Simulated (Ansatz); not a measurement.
# GeNH₃+ (doublet): correlated methods under varied settings

What do other methods and options give for GeNH₃+ (doublet) at this geometry, and how long do they take?

Method: the settings change from run to run; program: Ansatz 0.2.0, Gaussian basis.

20 further runs of the same task are left out: 1 for a known fault of the program, 8 that didn't finish, 11 set aside as unsound or not needed.

## 1. The system

The geometry is a PBE0/def2-TZVP stationary point (not a proven minimum) of the parent state, kept for this charge and spin. No spin-orbit coupling is included. The filled d shell of Ge may be among the frozen orbitals whatever the setting's name suggests; the logs give the count.

5 atoms, charge 1, spin multiplicity 2.

Atoms are counted from 1 here; the program's logs count them from 0.

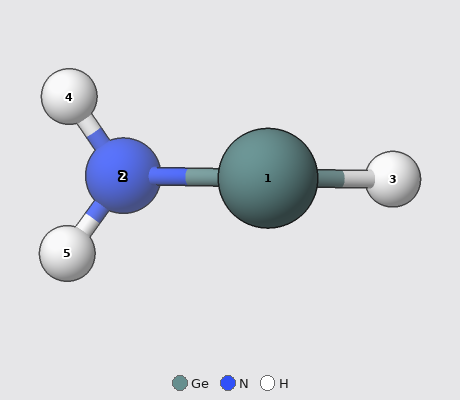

The structure; germanium teal, nitrogen blue, hydrogen white; atoms are numbered from 1 in the order of the file.

## 2. BCCD on UHF/cc-pVDZ

in.yaml reads:

```yaml
crystal:
  periodic: [false, false, false]
  atoms:
    - {symbol: Ge, position_ang: [0.000000, 0.044402, 0.330415]}
    - {symbol: N, position_ang: [0.000000, -0.159538, -1.505832]}
    - {symbol: H, position_ang: [0.000001, -1.318371, 1.090661]}
    - {symbol: H, position_ang: [0.825986, 0.167726, -1.988690]}
    - {symbol: H, position_ang: [-0.825986, 0.167724, -1.988690]}
basis:
  gaussian: {orbitals: cc-pVDZ}
total_charge: 1
magnetization: {spin_polarized: true, initial_magnetization: 1}
correlation: {method: bccd, electrons: outside_noble_gas}
scf: {omitted_lower_state_checks: [cluster_reference]}
```

The run is started by

```sh
> ansatz run in.yaml --threads 1 --pin off --events-out ev --progress --plain --max-ram 2393MiB
```

Standard output (excerpt; [...] marks lines left out):

```text
Functional definition: HF
  name "HF"
  cite "Fock, Z. Phys. 61, 126 (1930) doi:10.1007/BF01340294"
  parent pbe
[...]
595 factors; integrals over basis functions are off by at most 1.2e-3 eV
[...]
mean field -57993.56501516 eV, -2131.2242048567 hartree, gradient 1.7e-6 eV, S^2 0.798077; 6 other end points of the search recorded, 0 dependent functions left out
15 core orbitals not correlated: weight in the atoms' cores, before any rotation towards them, 0.999 or more for the frozen orbitals, at most 0.002 for the correlated occupied ones
reference -57993.56501516 eV, -2131.2242048567 hartree; 6, 5 occupied and 35, 36 virtual orbitals, 595 factors
second order -6.26765674 eV of doubles, -0.00000000 eV of singles
cycle   1  -6.71548180 eV  change   -4.5e-1 eV  update   7.6e-2
[...]
cycle  13  -7.01764230 eV  change   -1.2e-5 eV  update   8.7e-6
Total energy: -58000.58265746 eV, -2131.4820984547 hartree
Checks for a lower state left out: cluster_reference
```

It took 3.3 s on 1 thread of Arm Neoverse V1, shared host.

From the report: ⟨S²⟩ of the determinant 0.798 (pure doublet: 0.75); correlation -7.0176 eV; largest double amplitude 0.04.

## 3. HF/6-31G*

Changes to in.yaml since step 2:

```diff
@@ -9,6 +9,6 @@
 basis:
-  gaussian: {orbitals: cc-pVDZ}
+  gaussian: {orbitals: "6-31G*"}
 total_charge: 1
 magnetization: {spin_polarized: true, initial_magnetization: 1}
-correlation: {method: bccd, electrons: outside_noble_gas}
-scf: {omitted_lower_state_checks: [cluster_reference]}
+hamiltonian: {xc: hf}
+output: {orbitals: {seedname: orbitals}}
```

Launched as before.

Standard output:

```text
Functional definition: HF
  name "HF"
  cite "Fock, Z. Phys. 61, 126 (1930) doi:10.1007/BF01340294"
  parent pbe
  exchange = exact_x
  correlation = 0
543 factors; integrals over basis functions are off by at most 5.4e-4 eV
mean field evaluation 1: about -57978.7469 eV, gradient 4.0e1 eV
mean field evaluation 2: about -57978.7646 eV, gradient 4.0e1 eV
mean field evaluation 4: about -57986.1334 eV, gradient 3.1e0 eV
mean field evaluation 8: about -57986.2991 eV, gradient 4.6e-1 eV
mean field evaluation 16: about -57986.3181 eV, gradient 7.6e-6 eV
mean field evaluation 32: about -57982.9653 eV, gradient 2.4e0 eV
mean field evaluation 64: about -57983.3571 eV, gradient 8.1e0 eV
mean field evaluation 96: about -57983.1670 eV, gradient 3.5e0 eV
mean field evaluation 128: about -57983.1186 eV, gradient 9.1e0 eV
mean field -57986.31809142 eV, -2130.9578853217 hartree, gradient 9.7e-6 eV, S^2 0.797242; 1 other end points of the search recorded, 0 dependent functions left out
reference -57986.31809142 eV, -2130.9578853217 hartree; 21, 20 occupied and 35, 36 virtual orbitals, 543 factors
Total energy: -57986.31809142 eV, -2130.9578853217 hartree
```

Run time: 1.9 s. Hardware: 1 thread of Arm Neoverse V1, shared host.

From the report: ⟨S²⟩ of the determinant 0.797 (pure doublet: 0.75).

## 4. NEVPT2(3,7)/6-31G

Changes to in.yaml since step 3:

```diff
@@ -9,6 +9,6 @@
 basis:
-  gaussian: {orbitals: "6-31G*"}
+  gaussian: {orbitals: 6-31G}
 total_charge: 1
-magnetization: {spin_polarized: true, initial_magnetization: 1}
-hamiltonian: {xc: hf}
-output: {orbitals: {seedname: orbitals}}
+magnetization: {spin_polarized: false, initial_magnetization: 1}
+correlation: {method: sc_nevpt2, electrons: valence, active_space: {window: {electrons: 3, orbitals: 7}}}
+output: {forces: true}
```

Launched as before.

Standard output (excerpt; [...] marks lines left out):

```text
Functional definition: HF
  name "HF"
  cite "Fock, Z. Phys. 61, 126 (1930) doi:10.1007/BF01340294"
  parent pbe
[...]
479 factors; integrals over basis functions are off by at most 4.7e-4 eV
[...]
mean field -57984.18936888 eV, -2130.8796562112 hartree, gradient 2.3e-6 eV, S^2 0.750000; 4 other end points of the search recorded, 0 dependent functions left out
reference -57984.18936888 eV, -2130.8796562112 hartree; 21, 20 occupied and 23, 24 virtual orbitals, 479 factors
state -57984.93153378 eV, -2130.9069302684 hartree
state -57984.93153378 eV, -2130.9069302684 hartree; corrected -57992.78175699 eV, -2131.1954206502 hartree
[...]
Total energy: -57992.78175699 eV, -2131.1954206502 hartree
Atom 0 at     0.000000     0.044402     0.330415 Å, force     0.000000    -0.180615     0.032554 eV/Å
Atom 1 at     0.000000    -0.159538    -1.505832 Å, force    -0.000001     0.608683     1.155283 eV/Å
Atom 2 at     0.000001    -1.318371     1.090661 Å, force     0.000000    -0.076491    -0.014534 eV/Å
Atom 3 at     0.825986     0.167726    -1.988690 Å, force     0.690150    -0.175788    -0.586651 eV/Å
Atom 4 at    -0.825986     0.167724    -1.988690 Å, force    -0.690149    -0.175789    -0.586652 eV/Å
Dipole moment:    -0.000000     0.186007    -0.127015 e Å
```

It took 6 s on 1 thread of Arm Neoverse V1, shared host.

From the report: 96 determinants; active occupations 1.95, 1.00, 0.03, 0.02, 0.00, 0.00, 0.00.

## 5. MRCISD+Q(1,4)/STO-3G

Changes to in.yaml since step 4:

```diff
@@ -9,6 +9,5 @@
 basis:
-  gaussian: {orbitals: 6-31G}
+  gaussian: {orbitals: STO-3G}
 total_charge: 1
 magnetization: {spin_polarized: false, initial_magnetization: 1}
-correlation: {method: sc_nevpt2, electrons: valence, active_space: {window: {electrons: 3, orbitals: 7}}}
-output: {forces: true}
+correlation: {method: fic_mrcisd_q, electrons: all, active_space: {window: {electrons: 1, orbitals: 4}}}
```

Launched as before.

Standard output (excerpt; [...] marks lines left out):

```text
Functional definition: HF
  name "HF"
  cite "Fock, Z. Phys. 61, 126 (1930) doi:10.1007/BF01340294"
  parent pbe
[...]
284 factors; integrals over basis functions are off by at most 2.6e-5 eV
[...]
mean field -57333.90648928 eV, -2106.9822011633 hartree, gradient 2.4e-6 eV, S^2 0.750000; 8 other end points of the search recorded, 0 dependent functions left out
reference -57333.90648928 eV, -2106.9822011633 hartree; 21, 20 occupied and 5, 6 virtual orbitals, 284 factors
state -57333.90648928 eV, -2106.9822011633 hartree
contracted CI cycle   1: correlation 0.00000000 eV, 0.0000000000 hartree, residual 1.19e1 eV
contracted CI cycle   2: correlation -2.68468796 eV, -0.0986604629 hartree, residual 3.09e0 eV
contracted CI cycle   3: correlation -2.91882870 eV, -0.1072649763 hartree, residual 9.06e-1 eV
contracted CI cycle   4: correlation -2.94152463 eV, -0.1080990363 hartree, residual 3.45e-1 eV
contracted CI cycle   5: correlation -2.94500959 eV, -0.1082271063 hartree, residual 1.34e-1 eV
contracted CI cycle   6: correlation -2.94544799 eV, -0.1082432172 hartree, residual 4.99e-2 eV
contracted CI cycle   7: correlation -2.94550643 eV, -0.1082453649 hartree, residual 2.42e-2 eV
contracted CI cycle   8: correlation -2.94551657 eV, -0.1082457374 hartree, residual 1.15e-2 eV
contracted CI cycle   9: correlation -2.94551921 eV, -0.1082458344 hartree, residual 5.23e-3 eV
contracted CI cycle  10: correlation -2.94551972 eV, -0.1082458530 hartree, residual 2.41e-3 eV
state -57333.90648928 eV, -2106.9822011633 hartree; corrected -57337.10036149 eV, -2107.0995738022 hartree
WARN: 3 active orbitals are nearly empty or full. The corrections depend on them more than the energy does, and are more stable in an active space without them
Total energy: -57337.10036149 eV, -2107.0995738022 hartree
```

It took 1.6 s on 1 thread of Arm Neoverse V1, shared host.

From the report: 3 determinants; active occupations 1.00, 0.00, 0.00, 0.00. The report marks this result as in doubt.

## 6. CCSDT(Q) on ROHF/STO-3G

Changes to in.yaml since step 5:

```diff
@@ -12,2 +12,2 @@
 magnetization: {spin_polarized: false, initial_magnetization: 1}
-correlation: {method: fic_mrcisd_q, electrons: all, active_space: {window: {electrons: 1, orbitals: 4}}}
+correlation: {method: ccsdt_q, electrons: outside_noble_gas}
```

The command is unchanged.

Standard output (excerpt; [...] marks lines left out):

```text
Functional definition: HF
  name "HF"
  cite "Fock, Z. Phys. 61, 126 (1930) doi:10.1007/BF01340294"
  parent pbe
[...]
357 factors; integrals over basis functions are off by at most 3.9e-8 eV
[...]
mean field -57333.90661776 eV, -2106.9822058851 hartree, gradient 2.7e-6 eV, S^2 0.750000; 9 other end points of the search recorded, 0 dependent functions left out
[...]
determinant -57333.90661776 eV, -2106.9822058851 hartree, with singles and doubles -57336.97319127 eV, -2107.0949003829 hartree
determinant -57331.63967330 eV, -2106.8988972125 hartree, with singles and doubles -57335.81464124 eV, -2107.0523244545 hartree
determinant -57330.48809770 eV, -2106.8565775898 hartree, with singles and doubles -57333.85879085 eV, -2106.9804482783 hartree
15 core orbitals not correlated, not the lowest: weight in the atoms' cores, before any rotation towards them, 0.873 or more for the frozen orbitals, at most 0.118 for the correlated occupied ones
reference -57333.90661776 eV, -2106.9822058851 hartree; 6, 5 occupied and 5, 6 virtual orbitals, 357 factors
second order -2.22063433 eV of doubles, -0.07758031 eV of singles
cycle   1  -2.65230138 eV  change   -5.5e-1 eV  update   7.2e-2
[...]
cycle  16  -3.13182632 eV  change   -6.5e-7 eV  update   5.0e-7
perturbative correction -0.00455842 eV, -0.0001675187 hartree
WARN: these amplitudes may be one of several solutions (largest doubles amplitude 0.09, level shift 2.48 eV)
Total energy: -57337.04300250 eV, -2107.0974658982 hartree
```

Wall time 3.9 s (1 thread of Arm Neoverse V1, shared host).

From the report: correlation -3.1364 eV; T1 0.029; largest double amplitude 0.09. The report flags that the cluster equations may have other roots.

## 7. BCCD(T) on ROHF/STO-3G

Changes to in.yaml since step 6:

```diff
@@ -12,2 +12,3 @@
 magnetization: {spin_polarized: false, initial_magnetization: 1}
-correlation: {method: ccsdt_q, electrons: outside_noble_gas}
+correlation: {method: bccd_t, electrons: outside_noble_gas, diis_vectors: 2}
+output: {forces: true}
```

The command is unchanged.

Standard output (excerpt; [...] marks lines left out):

```text
Functional definition: HF
  name "HF"
  cite "Fock, Z. Phys. 61, 126 (1930) doi:10.1007/BF01340294"
  parent pbe
[...]
284 factors; integrals over basis functions are off by at most 2.6e-5 eV
[...]
mean field -57333.90648928 eV, -2106.9822011633 hartree, gradient 2.4e-6 eV, S^2 0.750000; 9 other end points of the search recorded, 0 dependent functions left out
[...]
determinant -57333.90648928 eV, -2106.9822011633 hartree, with singles and doubles -57336.97305924 eV, -2107.0948955307 hartree
determinant -57331.63953903 eV, -2106.8988922785 hartree, with singles and doubles -57335.81450246 eV, -2107.0523193545 hartree
determinant -57330.48796567 eV, -2106.8565727379 hartree, with singles and doubles -57333.85865275 eV, -2106.9804432032 hartree
15 core orbitals not correlated, not the lowest: weight in the atoms' cores, before any rotation towards them, 0.873 or more for the frozen orbitals, at most 0.118 for the correlated occupied ones
reference -57333.90648928 eV, -2106.9822011633 hartree; 6, 5 occupied and 5, 6 virtual orbitals, 284 factors
second order -2.22064182 eV of doubles, -0.07758128 eV of singles
cycle   1  -2.67714847 eV  change   -5.8e-1 eV  update   7.0e-2
[...]
cycle  21  -3.05831588 eV  change    1.2e-7 eV  update   1.6e-7
perturbative correction -0.05437192 eV, -0.0019981314 hartree
WARN: these amplitudes may be one of several solutions (largest doubles amplitude 0.08, level shift 2.48 eV)
[...]
Total energy: -57337.01917708 eV, -2107.0965903301 hartree
Atom 0 at     0.000000     0.044402     0.330415 Å, force     0.000000    -0.242369    -0.306050 eV/Å
Atom 1 at     0.000000    -0.159538    -1.505832 Å, force     0.000002    -1.937774     4.020278 eV/Å
Atom 2 at     0.000001    -1.318371     1.090661 Å, force    -0.000000     0.442821    -0.769667 eV/Å
Atom 3 at     0.825986     0.167726    -1.988690 Å, force     2.164204     0.868663    -1.472280 eV/Å
Atom 4 at    -0.825986     0.167724    -1.988690 Å, force    -2.164205     0.868659    -1.472281 eV/Å
Dipole moment:    -0.000000     0.069713    -0.327087 e Å
```

It took 1.7 s on 1 thread of Arm Neoverse V1, shared host.

From the report: correlation -3.1127 eV; largest double amplitude 0.08. The report flags that the cluster equations may have other roots.

## 8. BCCD on ROHF/STO-3G

Changes to in.yaml since step 7:

```diff
@@ -9,6 +9,7 @@
 basis:
-  gaussian: {orbitals: STO-3G}
+  gaussian: {orbitals: STO-3G, fitting: {mean_field: def2-universal-jkfit}}
 total_charge: 1
 magnetization: {spin_polarized: false, initial_magnetization: 1}
-correlation: {method: bccd_t, electrons: outside_noble_gas, diis_vectors: 2}
+correlation: {method: bccd, electrons: outside_noble_gas, diis_vectors: 4}
+scf: {lower_state_search: full}
 output: {forces: true}
```

Launched as before.

Standard output (excerpt; [...] marks lines left out):

```text
Functional definition: HF
  name "HF"
  cite "Fock, Z. Phys. 61, 126 (1930) doi:10.1007/BF01340294"
  parent pbe
[...]
397 factors; integrals over basis functions are off by at most 1.6e-2 eV
[...]
mean field -57333.92424977 eV, -2106.9828538494 hartree, gradient 1.5e-6 eV, S^2 0.750000; 14 other end points of the search recorded, 0 dependent functions left out
[...]
determinant -57333.92424977 eV, -2106.9828538494 hartree, with singles and doubles -57336.99043461 eV, -2107.0955340641 hartree
determinant -57331.65721589 eV, -2106.8995418909 hartree, with singles and doubles -57335.83193475 eV, -2107.0529599792 hartree
determinant -57330.50579452 eV, -2106.8572279362 hartree, with singles and doubles -57333.87599573 eV, -2106.9810805461 hartree
15 core orbitals not correlated, not the lowest: weight in the atoms' cores, before any rotation towards them, 0.873 or more for the frozen orbitals, at most 0.118 for the correlated occupied ones
reference -57333.92424977 eV, -2106.9828538494 hartree; 6, 5 occupied and 5, 6 virtual orbitals, 397 factors
second order -2.22008230 eV of doubles, -0.07757571 eV of singles
cycle   1  -2.67666928 eV  change   -5.8e-1 eV  update   7.1e-2
[...]
cycle  17  -3.05793107 eV  change   -1.2e-7 eV  update   1.2e-7
WARN: these amplitudes may be one of several solutions (largest doubles amplitude 0.08, level shift 2.48 eV)
[...]
Total energy: -57336.98218084 eV, -2107.0952307435 hartree
Atom 0 at     0.000000     0.044402     0.330415 Å, force     0.000000    -0.244617    -0.232216 eV/Å
Atom 1 at     0.000000    -0.159538    -1.505832 Å, force     0.000002    -1.964728     3.997056 eV/Å
Atom 2 at     0.000001    -1.318371     1.090661 Å, force    -0.000000     0.468587    -0.811805 eV/Å
Atom 3 at     0.825986     0.167726    -1.988690 Å, force     2.158177     0.870381    -1.476517 eV/Å
Atom 4 at    -0.825986     0.167724    -1.988690 Å, force    -2.158178     0.870376    -1.476518 eV/Å
Dipole moment:    -0.000000     0.061498    -0.339356 e Å
```

Wall time 2.4 s (1 thread of Arm Neoverse V1, shared host).

From the report: correlation -3.0579 eV; largest double amplitude 0.08. The report flags that the cluster equations may have other roots.

## 9. BCCD(T) on UHF/cc-pVDZ

in.yaml reads:

```yaml
crystal:
  periodic: [false, false, false]
  atoms:
    - {symbol: Ge, position_ang: [0.000000, 0.044402, 0.330415]}
    - {symbol: N, position_ang: [0.000000, -0.159538, -1.505832]}
    - {symbol: H, position_ang: [0.000001, -1.318371, 1.090661]}
    - {symbol: H, position_ang: [0.825986, 0.167726, -1.988690]}
    - {symbol: H, position_ang: [-0.825986, 0.167724, -1.988690]}
basis:
  gaussian: {orbitals: cc-pVDZ}
total_charge: 1
magnetization: {spin_polarized: true, initial_magnetization: 1}
correlation: {method: bccd_t, electrons: outside_noble_gas}
output: {forces: true}
```

Same command.

Standard output (excerpt; [...] marks lines left out):

```text
Functional definition: HF
  name "HF"
  cite "Fock, Z. Phys. 61, 126 (1930) doi:10.1007/BF01340294"
  parent pbe
[...]
595 factors; integrals over basis functions are off by at most 1.2e-3 eV
[...]
mean field -57993.56501516 eV, -2131.2242048567 hartree, gradient 1.7e-6 eV, S^2 0.798077; 10 other end points of the search recorded, 0 dependent functions left out
determinant -57993.56501516 eV, -2131.2242048567 hartree, with singles and doubles -58000.60008085 eV, -2131.4827387524 hartree
determinant -57992.34308852 eV, -2131.1792998813 hartree, with singles and doubles -57998.88862959 eV, -2131.4198440786 hartree
determinant -57991.65234225 eV, -2131.1539154240 hartree, with singles and doubles -57998.68287214 eV, -2131.4122826320 hartree
determinant -57991.32406742 eV, -2131.1418515465 hartree, with singles and doubles -57998.91260147 eV, -2131.4207250289 hartree
[...]
reference -57993.56501516 eV, -2131.2242048567 hartree; 6, 5 occupied and 35, 36 virtual orbitals, 595 factors
second order -6.26765674 eV of doubles, -0.00000000 eV of singles
cycle   1  -7.01594077 eV  change    1.9e-2 eV  update   6.4e-3
[...]
cycle  13  -7.01763774 eV  change   -3.7e-7 eV  update   5.6e-7
perturbative correction -0.22420585 eV, -0.0082394132 hartree
[...]
Total energy: -58000.80685875 eV, -2131.4903377002 hartree
Atom 0 at     0.000000     0.044402     0.330415 Å, force    -0.000000     0.435342    -0.031389 eV/Å
Atom 1 at     0.000000    -0.159538    -1.505832 Å, force     0.000001    -0.728914     1.044022 eV/Å
Atom 2 at     0.000001    -1.318371     1.090661 Å, force     0.000000    -0.330267     0.014514 eV/Å
Atom 3 at     0.825986     0.167726    -1.988690 Å, force     0.737003     0.311921    -0.513573 eV/Å
Atom 4 at    -0.825986     0.167724    -1.988690 Å, force    -0.737003     0.311919    -0.513574 eV/Å
Dipole moment:    -0.000000     0.098406    -0.199054 e Å
```

Wall time 14 s (1 thread of Arm Neoverse V1, shared host).

From the report: ⟨S²⟩ of the determinant 0.798 (pure doublet: 0.75); correlation -7.2418 eV; largest double amplitude 0.04.

## 10. MP2 on ROHF/cc-pVDZ

Changes to in.yaml since step 9:

```diff
@@ -11,4 +11,5 @@
 total_charge: 1
-magnetization: {spin_polarized: true, initial_magnetization: 1}
-correlation: {method: bccd_t, electrons: outside_noble_gas}
+magnetization: {spin_polarized: false, initial_magnetization: 1}
+correlation: {method: mp2, electrons: outside_noble_gas}
+scf: {lower_state_search: full}
 output: {forces: true}
```

Same command.

Standard output (excerpt; [...] marks lines left out):

```text
Functional definition: HF
  name "HF"
  cite "Fock, Z. Phys. 61, 126 (1930) doi:10.1007/BF01340294"
  parent pbe
[...]
595 factors; integrals over basis functions are off by at most 1.2e-3 eV
[...]
mean field -57993.33628627 eV, -2131.2157992252 hartree, gradient 7.3e-6 eV, S^2 0.750000; 7 other end points of the search recorded, 0 dependent functions left out
[...]
15 core orbitals not correlated: weight in the atoms' cores, before any rotation towards them, 0.999 or more for the frozen orbitals, at most 0.001 for the correlated occupied ones
reference -57993.33628627 eV, -2131.2157992252 hartree; 6, 5 occupied and 35, 36 virtual orbitals, 595 factors
second order -6.46104019 eV of doubles, -0.08140399 eV of singles
[...]
Total energy: -57999.87873044 eV, -2131.4562296140 hartree
Atom 0 at     0.000000     0.044402     0.330415 Å, force    -0.000000     0.249815    -0.299130 eV/Å
Atom 1 at     0.000000    -0.159538    -1.505832 Å, force     0.000001    -0.735433     1.340554 eV/Å
Atom 2 at     0.000001    -1.318371     1.090661 Å, force     0.000000    -0.173103    -0.062592 eV/Å
Atom 3 at     0.825986     0.167726    -1.988690 Å, force     0.702994     0.329361    -0.489415 eV/Å
Atom 4 at    -0.825986     0.167724    -1.988690 Å, force    -0.702995     0.329359    -0.489416 eV/Å
Dipole moment:    -0.000000     0.087604    -0.196399 e Å
```

Wall time 4.9 s (1 thread of Arm Neoverse V1, shared host).

## 11. All runs side by side

Where basis and cores are those of an earlier UCCSDT(Q)/cc-pVDZ run (-58000.8508 eV), and the state is the same kind, the miss against it is given. † marks a result that the program doubts.

```
                    level         correlated  functions  energy (eV)  from UCCSDT(Q) (meV)   time
      BCCD on UHF/cc-pVDZ  outside noble gas         56  -58000.5827                 268.1  3.3 s
                HF/6-31G*                            56  -57986.3181                        1.9 s
        NEVPT2(3,7)/6-31G            valence         44  -57992.7818                          6 s
   MRCISD+Q(1,4)/STO-3G †                all         26  -57337.1004                        1.6 s
CCSDT(Q) on ROHF/STO-3G †  outside noble gas         26  -57337.0430                        3.9 s
 BCCD(T) on ROHF/STO-3G †  outside noble gas         26  -57337.0192                        1.7 s
    BCCD on ROHF/STO-3G †  outside noble gas         26  -57336.9822                        2.4 s
   BCCD(T) on UHF/cc-pVDZ  outside noble gas         56  -58000.8069                  43.9   14 s
      MP2 on ROHF/cc-pVDZ  outside noble gas         56  -57999.8787                 972.0  4.9 s
```

## 12. Outcome

| quantity | value |
| --- | --- |
| runs | 9 |
| quickest | MRCISD+Q(1,4)/STO-3G †, 1.6 s |
| slowest | BCCD(T) on UHF/cc-pVDZ, 14 s |

Total energies in different bases, with other cores or another treatment of relativity can't be set against each other. BCCD(T) on UHF/cc-pVDZ took 8 times as long as MRCISD+Q(1,4)/STO-3G †; the jobs differ in more than the method. Among the correlated runs with a miss given, it spans +44 to +972 meV.
